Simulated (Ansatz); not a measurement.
**C2H6OSi: one change and its effect**

System: C2H6OSi, SMILES CO[Si]C.
Method of run 1: RKS PBE0-D4/def2-TZVPP (Ansatz 0.2.0).

The geometry comes from this level: PBE0-D4/def2-TZVP. Text and figures count atoms from 1; the logs count them from 0 in places.

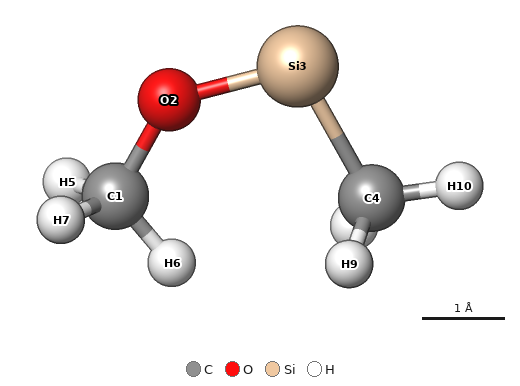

**Figure 1.** The structure (ball-and-stick view, seen at a tilt; atoms are numbered from 1 in the order of the input).

**Input file, run 1**
```yaml
crystal:
  periodic: [false, false, false]
  atoms:
    - {symbol: C, position_ang: [-0.453829, 1.262722, -0.782506]}
    - {symbol: O, position_ang: [0.892924, 1.066726, -0.423503]}
    - {symbol: Si, position_ang: [1.695129, -0.124415, 0.380430]}
    - {symbol: C, position_ang: [0.308438, -1.365034, 0.803308]}
    - {symbol: H, position_ang: [-0.527210, 1.344835, -1.869842]}
    - {symbol: H, position_ang: [-1.097236, 0.445711, -0.445329]}
    - {symbol: H, position_ang: [-0.809578, 2.197605, -0.342366]}
    - {symbol: H, position_ang: [-0.184370, -1.751168, -0.097221]}
    - {symbol: H, position_ang: [-0.467580, -0.912372, 1.432492]}
    - {symbol: H, position_ang: [0.726312, -2.215810, 1.347437]}
basis:
  gaussian: {orbitals: def2-TZVPP}
hamiltonian: {xc: pbe0, dispersion: d4}
output: {orbitals: {seedname: orbitals}}
```

Hardware: 2 CPU threads, shared host.

**Output (run 1)**
```
Functional definition: PBE0
  parameter a = 0.25
  parameter kappa = 0.804
  parameter beta = 0.06672455060314922
  exchange = (1 - a)*pbe_x(kappa = kappa, mu = beta*pi^2/3) + a*exact_x
  correlation = pbe_c(beta = beta)
1156 factors; their error is unknown
mean field evaluation 1: about -12079.8591 eV, gradient 7.0e1 eV
mean field evaluation 2: about -12065.9047 eV, gradient 1.1e2 eV
mean field evaluation 4: about -12089.9006 eV, gradient 5.9e0 eV
mean field evaluation 8: about -12089.9728 eV, gradient 4.3e-2 eV
mean field evaluation 16: about -12089.9852 eV, gradient 3.2e-5 eV
mean field -12089.98515382 eV, -444.2987595166 hartree, gradient 3.2e-5 eV, S^2 0.000000; 0 other end points of the search recorded, 0 dependent functions left out
reference -12089.98518454 eV, -444.2987606456 hartree; 20, 20 occupied and 199, 199 virtual orbitals, 1156 factors
Total energy: -12090.14325147 eV, -444.3045694982 hartree
```

Run 2 used a changed input.

**The two runs side by side**

| quantity | run 1 | run 2 |
| --- | --- | --- |
| outcome | converged | converged |
| total energy (hartree) | −444.304569 | −444.019714 |
| HOMO (eV) | −6.14 | −6.04 |
| LUMO (eV) | −1.51 | −1.37 |
| basis functions | 219 | 90 |
| wall time (shared host) | 3.5 s | 1.3 s |

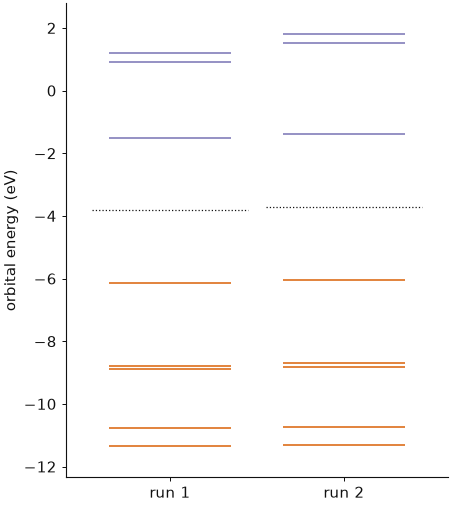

**Figure 2.** The five highest filled and three lowest empty orbital energies of the two runs; the dotted lines part filled from empty levels. The HOMO–LUMO gap is 4.63 eV in run 1 and 4.67 eV in run 2.

Which change of the input explains these differences?

The change (lines with − go, lines with + come):
```diff
-  gaussian: {orbitals: def2-TZVPP}
+  gaussian: {orbitals: def2-SVP}
```

The total energy of run 2 is 178.7 kcal/mol higher, which measures the change of basis and not a stability. The HOMO goes from −6.14 to −6.04 eV. The LUMO goes from −1.51 to −1.37 eV. The basis functions go from 219 to 90.

**Output (run 2)**
```
Functional definition: PBE0
  parameter a = 0.25
  parameter kappa = 0.804
  parameter beta = 0.06672455060314922
  exchange = (1 - a)*pbe_x(kappa = kappa, mu = beta*pi^2/3) + a*exact_x
  correlation = pbe_c(beta = beta)
1003 factors; their error is unknown
mean field evaluation 1: about -12074.6176 eV, gradient 5.8e1 eV
mean field evaluation 2: about -12065.8895 eV, gradient 8.6e1 eV
mean field evaluation 4: about -12082.1493 eV, gradient 3.7e0 eV
mean field evaluation 8: about -12082.2338 eV, gradient 3.4e-2 eV
mean field -12082.23384247 eV, -444.0139040785 hartree, gradient 2.8e-5 eV, S^2 0.000000; 0 other end points of the search recorded, 0 dependent functions left out
reference -12082.23386869 eV, -444.0139050423 hartree; 20, 20 occupied and 70, 70 virtual orbitals, 1003 factors
Total energy: -12082.39193562 eV, -444.0197138948 hartree
```
